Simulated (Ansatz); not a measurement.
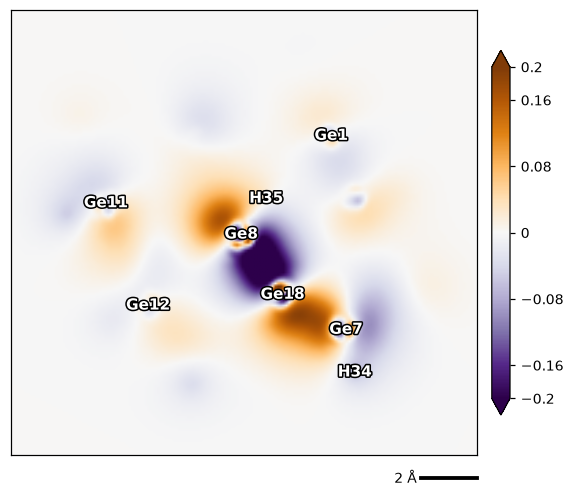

Figure 1: AsGe19H36 (Ge21H36 other disc) (charge −1, triplet). The HOMO−1 (β) on the plane of atoms Ge18, Ge8 and H35 (values in Å⁻³ᐟ²; the overall sign is arbitrary).

Geometry: PBE-D4/def2-SVP.

Level of theory: Ansatz, UKS PBE0-D4/def2-TZVP.

AsGe19H36 (charge −1, triplet), 56 atoms.

**What is the character of this orbital?**

By Hirshfeld shares it lies mainly on Ge8 (about 25 %), Ge18 (about 20 %), Ge10 (about 15 %) and Ge7 (about 10 %). Its energy is −4.53 eV.
